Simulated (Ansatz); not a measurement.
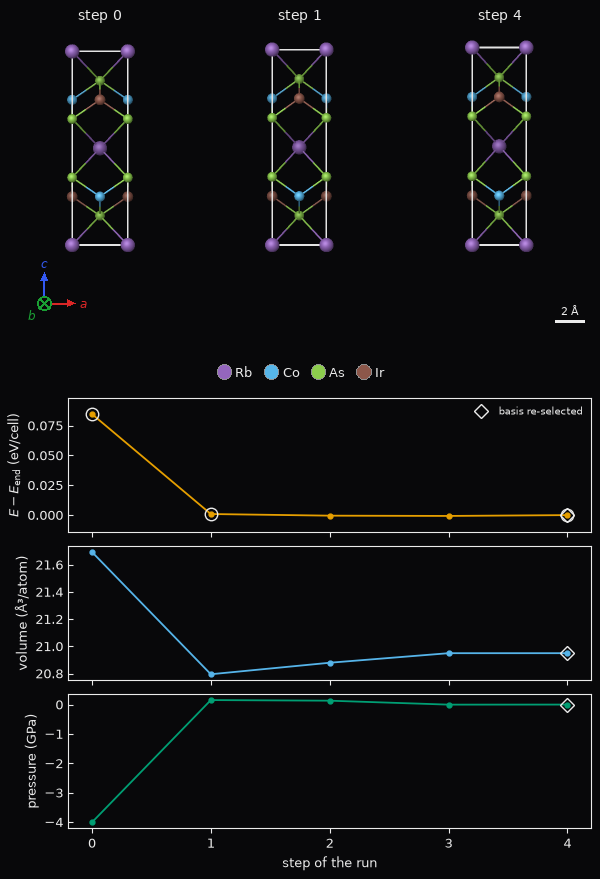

Frames of a relaxation of solid RbCoAs2Ir (a generated structure, set up in I-4m2), marked on the history of the run. Style: ball-and-stick. Shown: the conventional cell (2 times the calculation's cell), along the b axis. Lengths and directions refer to the drawn axes.

Computed with DFT PBEsol, scalar-relativistic, plane waves, PAW in Ansatz.

Input
```yaml
crystal:
  lattice:
    - [-1.9830258115, 1.9830258115, 6.8958326554]
    - [1.9830258115, -1.9830258115, 6.8958326554]
    - [1.9830258115, 1.9830258115, -6.8958326554]
  atoms:
    - { symbol: Rb, position: [0.0, 0.0, 0.0] }
    - { symbol: Co, position: [0.25, 0.75, 0.5] }
    - { symbol: As, position: [0.3488011, 0.3488011, 0.0] }
    - { symbol: As, position: [0.6511989, 0.6511989, 0.0] }
    - { symbol: Ir, position: [0.75, 0.25, 0.5] }
basis:
  ecutwfc: 420
kpoints:
  mp_grid: { grid: [12, 12, 12] }
hamiltonian:
  xc: pbesol
scf:
  occupations: { method: gaussian, width: 0.1 }
output:
  forces: true
  stress: true
  eigenvalues: true
  write_density: true
  write_potential: true
  elf: true
  volumetric_format: npy
relax:
  adjacent_minimum: "off"
  f_tol: 0.005
  max_steps: 80
  cell: { stress_tol: 0.05 }
```

Run as
```bash
ansatz run input.yaml --threads 2 --pin off --max-ram 6144MiB --backend cpu --events-out ev --progress --plain --runs-dir out
```

### Describe the path.

After 3 accepted moves (4 points after the start) the energy has fallen by 84.7 meV per cell of the calculation. Largest force component: 0.45 eV/Å at the start, 0.001 eV/Å at the end. The pressure goes from −4.01 to 0.00 GPa. The SCF was repeated once at an unchanged geometry on a basis and grid sized afresh for the cell, which shifted the energy by 0.7 meV per cell of the calculation at most. The largest moves relative to the cell, 0.004 Å, are those of As3 and As4. As4 goes along +c. Rb and Ir and Co stay in place. The drawn cell changes as follows: a = b 3.966 → 3.859 Å (−2.7 %), c 13.792 → 14.068 Å (+2.0 %); the volume changes by −3.4 %. Some distances before and after: Rb1–As3 3.495 → 3.462 Å, As3–Ir5 2.406 → 2.375 Å, Co2–As3 2.406 → 2.375 Å. Among the angles between lasting bonds that change: As3–Ir5–As3 111.0° → 108.6°, As3–Co2–As3 111.0° → 108.6°. The space group stays I-4m2 (No. 119). Cost: 5.1 min on 2 threads of Arm Neoverse V1, on a shared host, peak memory 0.84 GiB. From step 0 to 1: volume −4.1 %, energy −83.8 meV per cell of the calculation. From step 1 to 4: volume +0.7 %, energy −0.9 meV per cell of the calculation.

```
step  E − E(0), meV/atom  largest force component, eV/Å  pressure, GPa  volume, Å³/atom                      note
   0                0.00                         0.4470          -4.01           21.694                          
   1              -16.75                         0.0204           0.15           20.795                          
   2              -17.03                         0.0088           0.13           20.879                          
   3              -17.07                         0.0010           0.00           20.950                          
   4              -16.93                         0.0010           0.00           20.950  same geometry, new basis
```
